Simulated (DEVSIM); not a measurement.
System: Ti/SiON/SiO2/n-Si capacitor, at 300 K.

```
layer (left to right)  material  thickness (nm)  Nd (cm⁻³)
---------------------  --------  --------------  ---------
1                          SiON            3.10          -
2                          SiO2           0.770          -
3                            Si             430     1.8e18
```

Metal gate on the left, work function 4.33 eV. Fixed charge at the semiconductor interface 2.4e12 cm⁻² (in units of +e); no interface traps.

Constants are typed, rounded textbook-type inputs, not results; the design itself was drawn at random and stands for no fabricated device. Values at 300 K.

```tsv
parameter	SiON	SiO2	Si
gap (eV)	7	9	1.124
affinity (eV)	1.4	0.9	4.05
permittivity	5.5	3.9	11.7
Nc (cm⁻³)	-	-	2.86e19
Nv (cm⁻³)	-	-	3.1e19
```

Simulated with DEVSIM: 1D Poisson equation in equilibrium, Boltzmann statistics, complete ionisation; no quantum confinement or tunnelling. Metal contacts follow the ideal Schottky-Mott rule: no Fermi-level pinning, no interface dipoles.

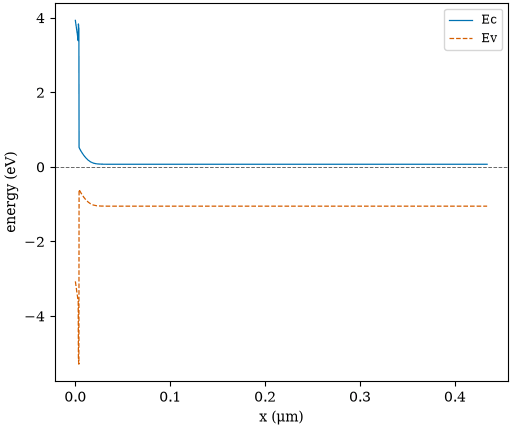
Fig. 1. Band edges at -1.0 V on the gate

Energies count from the Fermi level of the right contact; mesh points crowd at the junctions.

| x (μm) | Ec (eV) | Ev (eV) | n (cm⁻³) | p (cm⁻³) | field (V/cm) |
|---|---|---|---|---|---|
| 0.000 | 3.930 | -3.070 | < 1e2 | < 1e2 | -1800000 |
| 0.0007697 | 3.790 | -3.210 | < 1e2 | < 1e2 | -1800000 |
| 0.001653 | 3.629 | -3.371 | < 1e2 | < 1e2 | -1800000 |
| 0.002466 | 3.481 | -3.519 | < 1e2 | < 1e2 | -1800000 |
| 0.003371 | 3.794 | -5.206 | < 1e2 | < 1e2 | -2600000 |
| 0.003697 | 3.710 | -5.290 | < 1e2 | < 1e2 | -2600000 |
| 0.004512 | 0.489 | -0.635 | 1.8e11 | 6.6e8 | -470000 |
| 0.006765 | 0.391 | -0.733 | 7.8e12 | 1.5e7 | -400000 |
| 0.009908 | 0.277 | -0.847 | 6.3e14 | 190000 | -320000 |
| 0.01592 | 0.137 | -0.987 | 1.4e17 | 810 | -150000 |
| 0.02695 | 0.074 | -1.050 | 1.6e18 | < 1e2 | -8500 |
| 0.05717 | 0.071 | -1.052 | 1.8e18 | < 1e2 | ≈ 0 |
| 0.1026 | 0.071 | -1.052 | 1.8e18 | < 1e2 | ≈ 0 |
| 0.1860 | 0.071 | -1.052 | 1.8e18 | < 1e2 | ≈ 0 |
| 0.3172 | 0.071 | -1.052 | 1.8e18 | < 1e2 | ≈ 0 |
| 0.3708 | 0.071 | -1.052 | 1.8e18 | < 1e2 | ≈ 0 |
| 0.4000 | 0.071 | -1.052 | 1.8e18 | < 1e2 | ≈ 0 |
| 0.4160 | 0.071 | -1.052 | 1.8e18 | < 1e2 | ≈ 0 |
| 0.4265 | 0.071 | -1.052 | 1.8e18 | < 1e2 | ≈ 0 |
| 0.4303 | 0.071 | -1.052 | 1.8e18 | < 1e2 | ≈ 0 |
| 0.4324 | 0.071 | -1.052 | 1.8e18 | < 1e2 | ≈ 0 |
| 0.4339 | 0.071 | -1.052 | 1.8e18 | < 1e2 | ≈ 0 |
